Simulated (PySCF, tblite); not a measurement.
# C₄H₃BrO: excited states

What do calculations give for the excited states of C₄H₃BrO (`Brc1ccco1`)?

Programs: tblite 0.8.0 and PySCF 2.14.0, with routines of our own; each step states its level. All values are computed. Atoms count from 0.

## 1. The system as given

9 atoms, charge 0, multiplicity 1; geometry from: force field or distance geometry start.

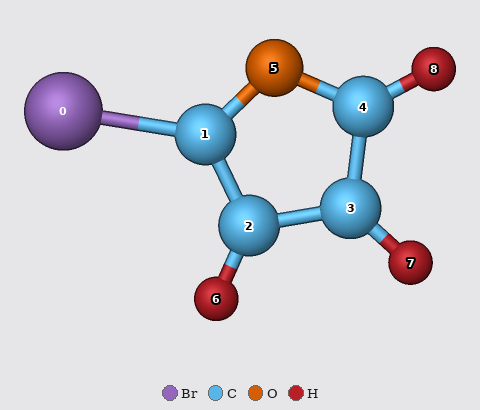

The starting geometry (bromine purple, carbon blue, oxygen orange, hydrogen red).

## 2. Relaxing the molecule with GFN2-xTB

The job: settings as JSON, then the geometry in Å.

```
{"job": {"kind": "relax", "xc": "GFN2-xTB", "basis": "xTB"}, "charge": 0, "multiplicity": 1}
Br     3.054100    -0.179300     0.339100
C      1.123600    -0.211200     0.142600
C      0.349800     0.880600    -0.125700
C     -0.955600     0.413600    -0.181600
C     -0.909600    -0.947900     0.086600
O      0.351300    -1.246800     0.260000
H      0.629400     1.919100    -0.292400
H     -1.867600     0.985400    -0.367400
H     -1.762000    -1.607400     0.113600
```

Launch:

```
$ OMP_NUM_THREADS=1 python excited_run.py task.json out
```

One launch serves the whole session: the jobs run in the order shown.

What it wrote:

```text
step      E/eV     max force
  0    -495.48563    3.939
  1    -495.71423    0.915
  2    -495.74105    0.783
  3    -495.77744    0.695
  4    -495.80253    0.467
  5    -495.81026    0.341
  6    -495.82024    0.332
  7    -495.82692    0.364
  8    -495.83054    0.170
  9    -495.83159    0.104
 10    -495.83222    0.096
 11    -495.83282    0.086
 12    -495.83345    0.099
 13    -495.83395    0.094
 14    -495.83427    0.054
 15    -495.83443    0.037
 16    -495.83450    0.024
 17    -495.83453    0.012
 18    -495.83454    0.008
```

Wall time 0.08 s (1 thread of Arm Neoverse V1, shared host).

Relaxation path:

| step | energy from step 0 (eV) | largest force (eV/Å) |
| --- | --- | --- |
| 0 | 0.0000 | 3.9391 |
| 1 | -0.2286 | 0.9155 |
| 2 | -0.2554 | 0.7833 |
| 3 | -0.2918 | 0.6947 |
| 4 | -0.3169 | 0.4671 |
| 5 | -0.3246 | 0.3413 |
| 6 | -0.3346 | 0.3320 |
| 7 | -0.3413 | 0.3643 |
| 8 | -0.3449 | 0.1703 |
| 9 | -0.3460 | 0.1040 |
| 10 | -0.3466 | 0.0962 |
| 11 | -0.3472 | 0.0861 |
| 12 | -0.3478 | 0.0994 |
| 13 | -0.3483 | 0.0938 |
| 14 | -0.3486 | 0.0542 |
| 15 | -0.3488 | 0.0371 |
| 16 | -0.3489 | 0.0239 |
| 17 | -0.3489 | 0.0122 |
| 18 | -0.3489 | 0.0077 |

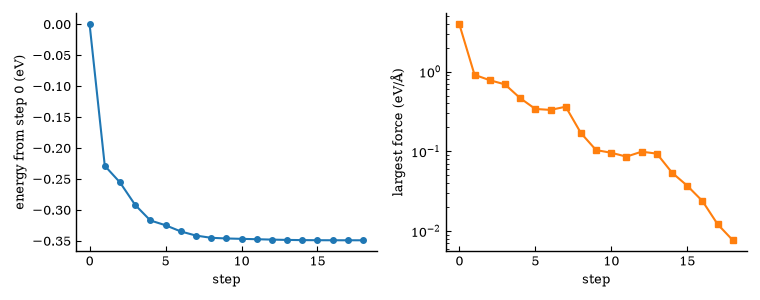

Energy and largest force along the relaxation.

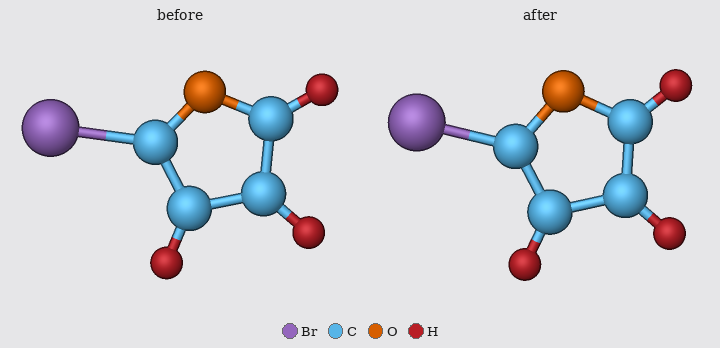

The geometry before (left) and after (right).

Distances of close pairs at the start and the end, largest changes first:

| bond | before (Å) | after (Å) | change (Å) |
| --- | --- | --- | --- |
| Br0–C1 | 1.941 | 1.866 | -0.075 |
| C1–O5 | 1.297 | 1.341 | +0.043 |
| C4–O5 | 1.307 | 1.346 | +0.038 |
| C2–C3 | 1.388 | 1.417 | +0.030 |
| C3–C4 | 1.388 | 1.360 | -0.028 |
| C3–H7 | 1.092 | 1.070 | -0.022 |
| C2–H6 | 1.088 | 1.070 | -0.019 |
| C4–H8 | 1.078 | 1.071 | -0.007 |

The next job starts from the end point, and lists it.

## 3. Infrared spectrum with GFN2-xTB

The job: settings as JSON, then the geometry in Å.

```
{"job": {"kind": "ir", "xc": "GFN2-xTB", "basis": "xTB"}, "charge": 0, "multiplicity": 1}
Br     2.956819    -0.303148     0.349620
C      1.110057    -0.146355     0.134898
C      0.330144     0.934769    -0.141396
C     -0.993428     0.430144    -0.181251
C     -0.902371    -0.902860     0.072459
O      0.379759    -1.262844     0.266627
H      0.657208     1.941888    -0.293376
H     -1.884331     0.990830    -0.372892
H     -1.640295    -1.676430     0.140130
```

What it wrote:

```text
mode    cm-1     km/mol
  1     199.4      0.54
  2     234.3      0.50
  3     347.0      6.52
  4     580.8      0.94
  5     596.9      7.77
  6     764.3     13.28
  7     818.1     10.23
  8     842.9      1.90
  9     855.0      0.61
 10     887.9     11.63
 11    1030.7     31.38
 12    1069.2      4.47
 13    1110.2     16.94
 14    1171.9     32.67
 15    1213.5      7.50
 16    1355.7      7.13
 17    1448.8     57.11
 18    1557.9      4.92
 19    3178.6      0.50
 20    3193.8     13.95
 21    3202.7      0.65
```

Run time: 0.18 s. Hardware: 1 thread of Arm Neoverse V1, shared host.

The strongest bands and the atoms that carry them (share of the mass-weighted mode):

| cm⁻¹ | km/mol | atoms |
| --- | --- | --- |
| 764 | 13.3 | H8 76 %, C4 18 % |
| 818 | 10.2 | H6 61 %, H7 18 %, C2 13 % |
| 888 | 11.6 | C2 29 %, O5 26 %, C1 24 % |
| 1031 | 31.4 | H6 53 %, H7 15 %, H8 11 %, O5 10 % |
| 1110 | 16.9 | H8 33 %, O5 19 %, C4 18 %, H6 17 % |
| 1172 | 32.7 | H8 23 %, O5 21 %, C1 18 %, C2 14 % |
| 1449 | 57.1 | C1 32 %, C4 29 %, C2 16 %, C3 15 % |
| 3194 | 13.9 | H7 47 %, H6 34 %, H8 10 % |

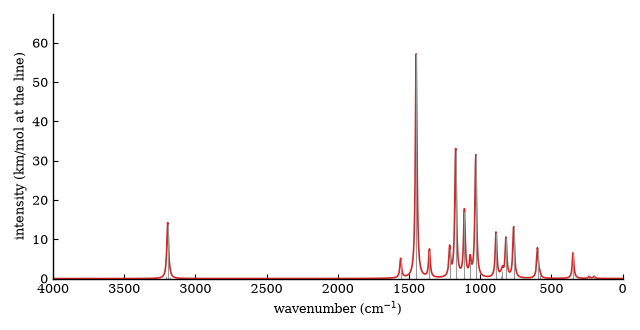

The infrared spectrum from these modes, unscaled. Lines are broadened to a width of 14 cm⁻¹ (Lorentzian).

## 4. Excited states: TDA B3LYP/aug-cc-pVDZ

Settings changed since step 3:

```diff
@@ -1,2 +1,2 @@
-{"job": {"kind": "ir", "xc": "GFN2-xTB", "basis": "xTB"}, "charge": 0, "multiplicity": 1}
+{"job": {"kind": "states", "xc": "B3LYP", "basis": "aug-cc-pVDZ", "tda": true, "soc": true, "nstates": 8, "ntriplets": 5, "nquad": 4}, "charge": 0, "multiplicity": 1}
 Br     2.956819    -0.303148     0.349620
```

Level: TDA B3LYP/aug-cc-pVDZ excited states, vertical, gas phase, spin-orbit mean-field couplings.

What it wrote:

```text
coarse grid: 40648 points
cycle   1  E = -2803.5466554960  dE =  1.903e-01  |g| = 4.942e-01  |ddm| = 1.052e+01
cycle   2  E = -2803.4800492653  dE =  6.661e-02  |g| = 7.515e-01  |ddm| = 2.945e+00
cycle   3  E = -2803.5990838748  dE = -1.190e-01  |g| = 8.096e-02  |ddm| = 1.654e+00
cycle   4  E = -2803.6001563889  dE = -1.073e-03  |g| = 5.034e-02  |ddm| = 3.000e-01
cycle   5  E = -2803.6007957371  dE = -6.393e-04  |g| = 8.686e-03  |ddm| = 1.217e-01
cycle   6  E = -2803.6008112748  dE = -1.554e-05  |g| = 3.425e-03  |ddm| = 3.049e-02
cycle   7  E = -2803.6008139101  dE = -2.635e-06  |g| = 8.938e-04  |ddm| = 8.159e-03
final grid: 85232 points
cycle   8  E = -2803.6008074813  dE =  2.744e-07  |g| = 1.471e-03  |ddm| = 1.798e-02
cycle   9  E = -2803.6008062821  dE =  1.199e-06  |g| = 2.781e-03  |ddm| = 7.448e-03
cycle  10  E = -2803.6008079488  dE = -1.667e-06  |g| = 2.973e-04  |ddm| = 4.560e-03
cycle  11  E = -2803.6008079717  dE = -2.284e-08  |g| = 3.151e-05  |ddm| = 6.662e-04
cycle  12  E = -2803.6008079719  dE = -2.365e-10  |g| = 6.883e-06  |ddm| = 9.258e-05
converged SCF energy = -2803.6008079719

Singlet excitations
state   eV       nm        f     d(h-e)  d(exc)  Lambda  PR(NTO)  |dmu|/D   mu/D   main configurations
  1   4.9835   248.8   0.00004   1.831   3.680   0.486   1.010    5.865    7.386   H->L 0.97
  2   5.4298   228.3   0.01304   0.905   4.579   0.309   1.005    4.113    2.522   H->L+2 0.98
  3   5.9439   208.6   0.00445   1.315   4.947   0.246   1.013    6.272    4.760   H->L+3 0.92
  4   5.9653   207.8   0.36241   0.829   3.174   0.767   1.086    2.446    1.372   H->L+1 0.91
  5   6.1114   202.9   0.00377   1.642   4.992   0.253   1.005                     H->L+4 0.91
  6   6.4659   191.8   0.02142   0.359   3.346   0.694   1.626                     H->L+5 0.74, H-1->L+1 0.24
  7   6.7983   182.4   0.01092   0.539   4.910   0.292   1.028                     H->L+6 0.93
  8   6.8333   181.4   0.00074   2.510   3.997   0.285   1.056                     H-1->L 0.95

Triplet excitations (Tamm-Dancoff)
state   eV     d(h-e)  d(exc)  Lambda  PR(NTO)   main configurations
  1   3.8783   0.149   2.511   0.779   1.052   H->L+1 0.94
  2   4.5170   1.725   3.402   0.477   1.005   H->L 0.92
  3   5.2901   0.332   2.496   0.667   1.699   H->L+5 0.59, H-1->L+1 0.27
  4   5.3949   1.006   4.517   0.311   1.007   H->L+2 0.96
  5   5.9138   1.339   4.876   0.251   1.027   H->L+3 0.87
S1 - T1 = 1.1051 eV

Spin-orbit couplings |<S|Hso|T>| (cm-1)
             T1       T2       T3       T4       T5
S0        1.958  474.398   14.629    3.103  122.514
S1      100.375    0.977   43.990    0.398   25.855
S2        8.185    0.769    4.859    0.052    1.940
S3       20.869   31.207   11.517    0.587    0.067
S4        0.258   64.045    0.465    4.004   15.064
S5       22.742   13.806    7.700    0.651    7.419
S6        0.082   30.268    0.216    5.821    8.911
S7       34.246   58.393   16.517    0.885   18.289
S8        6.680    6.740   42.868    1.698    0.408
T1 sublevels (cm-1): 0.000 0.012 0.318   radiative rates (1/s): 16.4 1.64 151
```

Wall time 27 s (1 thread of Arm Neoverse V1, shared host); peak memory 0.69 GiB.

In short:

| quantity | value |
| --- | --- |
| S1 less T1 | 1.11 eV |

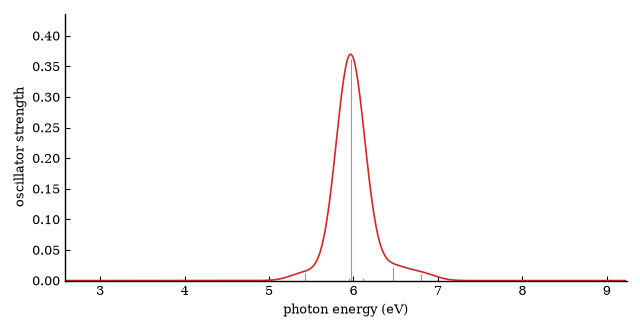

Absorption lines of the singlets. Lines are broadened to a width of 0.40 eV (Gaussian).

The fields below are evaluated on a grid from the run's orbitals.

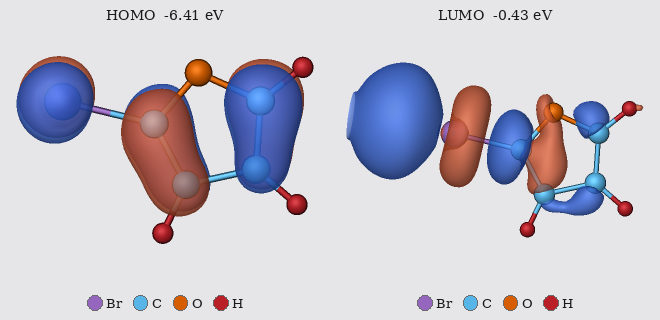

B3LYP/aug-cc-pVDZ orbitals near the gap, drawn at the value that encloses 70 % of each; the two colours are the two signs. The LUMO is diffuse and is cut off by the edge of the grid.

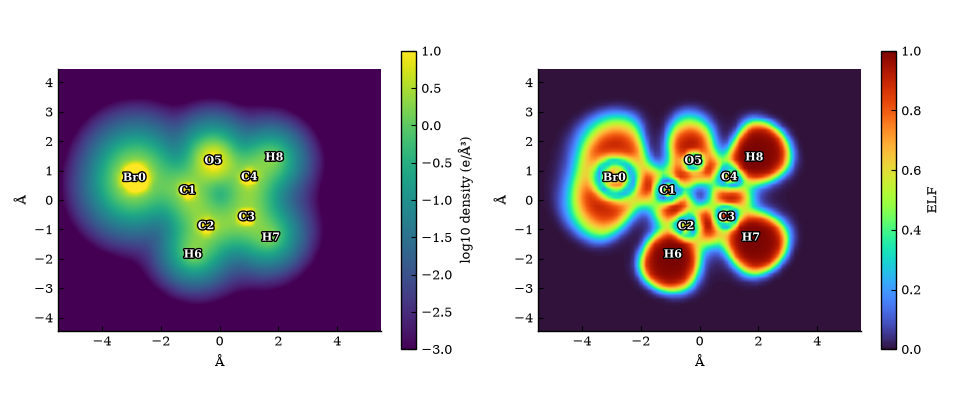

Density (left) and ELF (right) in a plane through or near 9 of the atoms.

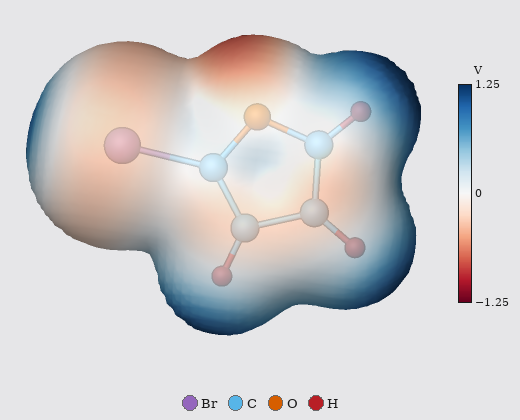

Electrostatic potential on the surface of density 0.002 e/bohr³; red is low, blue high. It runs from -0.68 V near O5 to 1.25 V near H8.

## 5. Excited states: TDDFT PBE0/aug-cc-pVDZ

Settings changed since step 4:

```diff
@@ -1,2 +1,2 @@
-{"job": {"kind": "states", "xc": "B3LYP", "basis": "aug-cc-pVDZ", "tda": true, "soc": true, "nstates": 8, "ntriplets": 5, "nquad": 4}, "charge": 0, "multiplicity": 1}
+{"job": {"kind": "states", "xc": "PBE0", "basis": "aug-cc-pVDZ", "tpa": true, "nstates": 6, "nquad": 5, "ntriplets": 0}, "charge": 0, "multiplicity": 1}
 Br     2.956819    -0.303148     0.349620
```

Method: TDDFT PBE0/aug-cc-pVDZ excited states, vertical, gas phase, two-photon moments by quadratic response.

What it wrote:

```text
coarse grid: 40648 points
cycle   1  E = -2802.9738010866  dE =  2.334e-01  |g| = 4.494e-01  |ddm| = 8.774e+00
cycle   2  E = -2802.9311842602  dE =  4.262e-02  |g| = 6.400e-01  |ddm| = 2.503e+00
cycle   3  E = -2803.0183114198  dE = -8.713e-02  |g| = 7.052e-02  |ddm| = 1.412e+00
cycle   4  E = -2803.0191540177  dE = -8.426e-04  |g| = 4.447e-02  |ddm| = 2.306e-01
cycle   5  E = -2803.0196358429  dE = -4.818e-04  |g| = 7.396e-03  |ddm| = 9.998e-02
cycle   6  E = -2803.0196454106  dE = -9.568e-06  |g| = 3.308e-03  |ddm| = 2.328e-02
cycle   7  E = -2803.0196477031  dE = -2.292e-06  |g| = 1.061e-03  |ddm| = 6.961e-03
final grid: 85232 points
cycle   8  E = -2803.0196731235  dE =  6.070e-07  |g| = 1.957e-03  |ddm| = 1.500e-02
cycle   9  E = -2803.0196706094  dE =  2.514e-06  |g| = 3.842e-03  |ddm| = 9.055e-03
cycle  10  E = -2803.0196740140  dE = -3.405e-06  |g| = 1.499e-04  |ddm| = 5.870e-03
cycle  11  E = -2803.0196740192  dE = -5.233e-09  |g| = 3.570e-05  |ddm| = 3.788e-04
cycle  12  E = -2803.0196740195  dE = -3.229e-10  |g| = 6.750e-06  |ddm| = 9.109e-05
converged SCF energy = -2803.0196740195

Singlet excitations
state   eV       nm        f     d(h-e)  d(exc)  Lambda  PR(NTO)  |dmu|/D   mu/D   delta(TPA)   sigma/GM   main configurations
  1   5.1230   242.0   0.00000   1.772   3.579   0.479   1.016    5.700    7.248       15.48      0.149   H->L+1 0.94
  2   5.6753   218.5   0.01270   0.855   4.544   0.318   1.008    3.946    2.338       31.84      0.376   H->L+2 0.97
  3   5.8078   213.5   0.26669   0.591   3.021   0.764   1.122    1.712    0.810       52.47      0.648   H->L 0.97
  4   6.1959   200.1   0.00431   1.317   4.933   0.239   1.020    6.320    4.775      132.70      1.866   H->L+3 0.87, H->L+4 0.08
  5   6.3724   194.6   0.00365   1.640   5.001   0.242   1.007    7.781    6.191       42.85      0.637   H->L+4 0.86, H->L+3 0.10
  6   6.6001   187.9   0.01846   0.341   3.240   0.688   1.673                                            H->L+5 0.74, H-1->L 0.24
```

Wall time 24 s (1 thread of Arm Neoverse V1, shared host); peak memory 0.64 GiB.

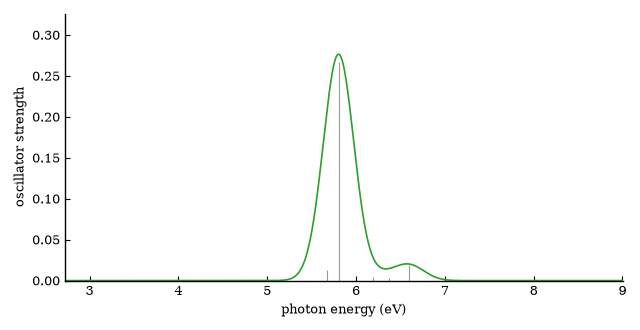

Absorption lines of the singlets. Lines are broadened to a width of 0.40 eV (Gaussian).

## 6. Outcome

```
                                                                  quantity                 value
                                 strongest single infrared mode (GFN2-xTB)  1449 cm⁻¹, 57 km/mol
                                              zero-point energy (GFN2-xTB)         36.7 kcal/mol
                                S1 less T1 (step 4, TDA B3LYP/aug-cc-pVDZ)               1.11 eV
potential on the surface of density 0.002 e/bohr³, 1st and 99th percentile    -0.68 V and 1.25 V
```

**Reading.** No mode is imaginary among the 21: a minimum at this level. The strongest single mode, at 1449 cm⁻¹, is carried by C1, C4, C2, C3. GFN2-xTB is a fitted tight-binding method: band positions and strengths are rough. Its intensities can rank the bands wrongly. Scalar relativity is left out for the heavy atoms. In step 4, the number of triplets below S1 is 2, and the largest singlet-triplet spin-orbit coupling is S0–T2, 474.40 cm⁻¹. At B3LYP/aug-cc-pVDZ, counted by nearest atom on the grid, the HOMO lies on C1, C4 about 24 % each; Br0 21 %, the LUMO on Br0 58 %; C1 24 %. Steps that list no spin-orbit terms leave them out, which matters at and beside the heavy atoms.
